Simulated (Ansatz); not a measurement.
**ClH3Si: density, localisation and related maps**

Input

```
crystal:
  periodic: [false, false, false]
  atoms:
    - {symbol: Si, position_ang: [-0.232407, -0.000817, 1.418288]}
    - {symbol: Cl, position_ang: [1.708450, -0.252559, 0.796325]}
    - {symbol: H, position_ang: [-0.718148, 1.308612, 0.925848]}
    - {symbol: H, position_ang: [-0.260813, -0.038511, 2.898444]}
    - {symbol: H, position_ang: [-1.052202, -1.099532, 0.858102]}
basis:
  gaussian: {orbitals: "def2-TZVPPD.json"}
hamiltonian: {xc: pbe0, dispersion: d4}
output: {orbitals: {seedname: orbitals}}
```

Command:

```sh
ansatz run in.yaml --threads 4 --pin off --events-out ev --progress --plain --max-ram 9574MiB
```

Geometry: PBE0-D4/def2-TZVP.

The calculation used Ansatz, RKS PBE0-D4/def2-TZVPPD.

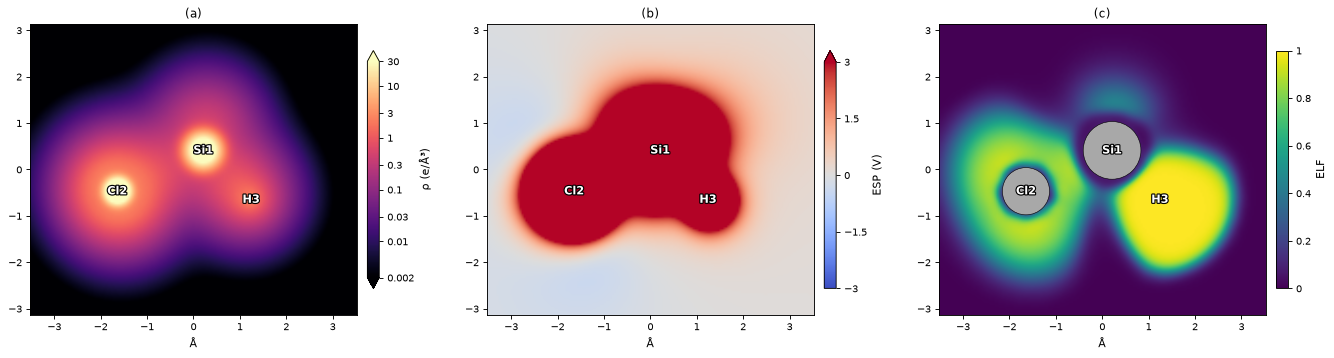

Figure 1. (a) electron density; (b) electrostatic potential; (c) electron localisation function on the plane of atoms Cl2, Si1 and H3. Grey discs cover the atomic cores in the ELF map.

### What do the fields say about this system?

The plane passes through Si, Cl and H nuclei.
Si–Cl (2.05 Å): ρ at the midpoint is about 0.9 e/Å³; the ELF peaks at about 0.85 between the atoms: a polar covalent bond.
Si–H (1.48 Å): ρ is about 0.82 e/Å³ halfway; the ELF climbs to about 1 towards the hydrogen, as it does in any bond to H.
The ELF also peaks beside Cl2, away from the bonds: lone-pair regions.
Outside the dense part of the molecule the potential is most negative (−0.4 V) near Cl2.

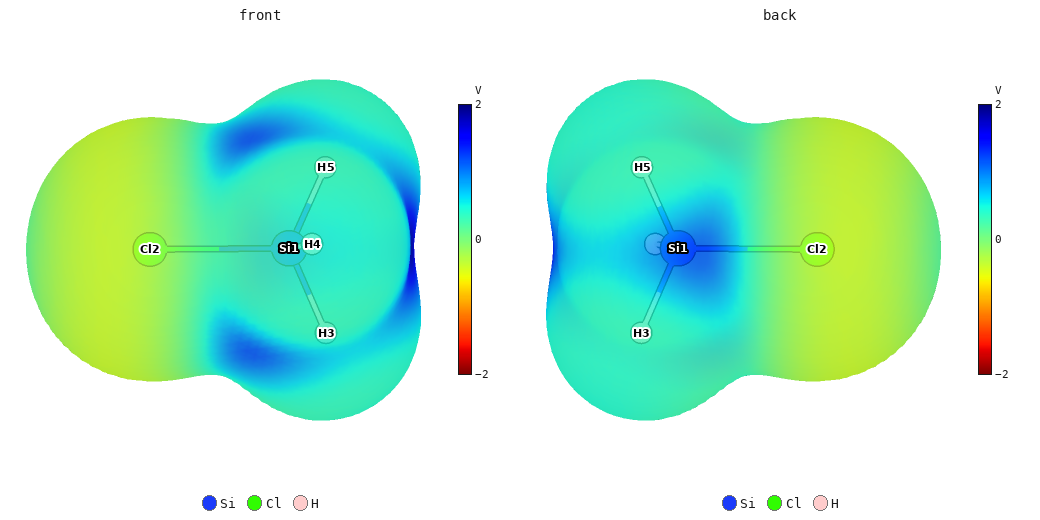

Figure 2. The electrostatic potential painted on the density surface at 0.002 e/bohr³, seen from the front and from behind; the colour scale runs from red (negative) to blue (positive).

### Describe the electrostatic potential map.

The most negative region (about −0.4 V) lies over Cl2, the most positive (about +1.7 V) over Si1. Cl2 shows a σ-hole: about +0.1 V at the tip opposite its bond, against about −0.3 V on its flanks.
